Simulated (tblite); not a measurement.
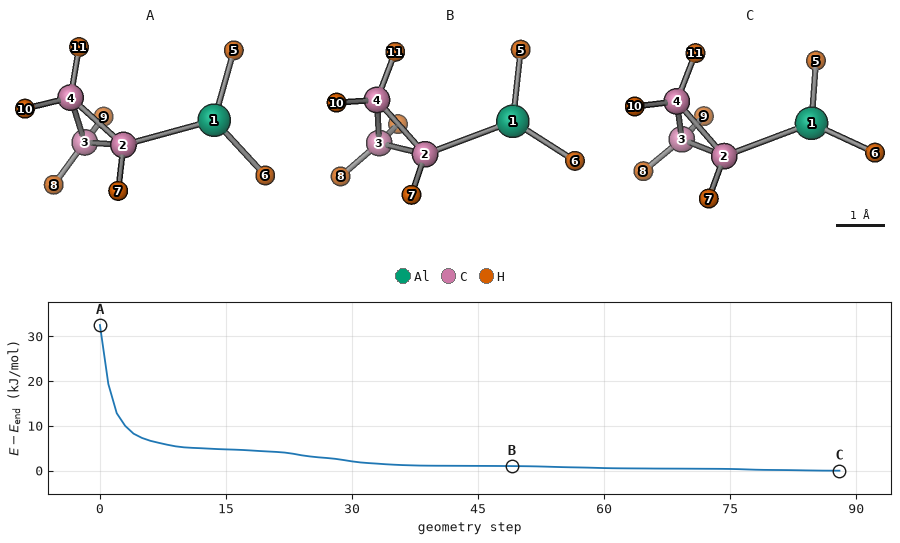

Frames of a relaxation of C₃H₇Al, marked on the history of the run. Style: ball-and-stick. Shown face on.

Method: GFN2-xTB geometry optimisation, gas phase in tblite 0.8.0. 

Describe the path.

After 88 geometry steps the energy has fallen by 32.5 kJ/mol. The largest move after the best rigid fit is that of H6, 0.83 Å. By element the largest moves are H 0.83 Å, C 0.26 Å, Al 0.13 Å. Some distances before and after: Al1–H6 1.598 → 1.548 Å, C3–C4 1.529 → 1.483 Å, C2–H7 1.128 → 1.090 Å, C4–H10 1.117 → 1.080 Å. Bond angles that change, for instance: Al1–C2–H7 113.1° → 129.2°, Al1–C2–C4 121.7° → 110.4°, C2–Al1–H6 118.3° → 127.7°. From step 0 to 49: H6 moves most (0.48 Å), energy −31.5 kJ/mol. From step 49 to 88: H5 moves most (0.59 Å), energy −1.03 kJ/mol.
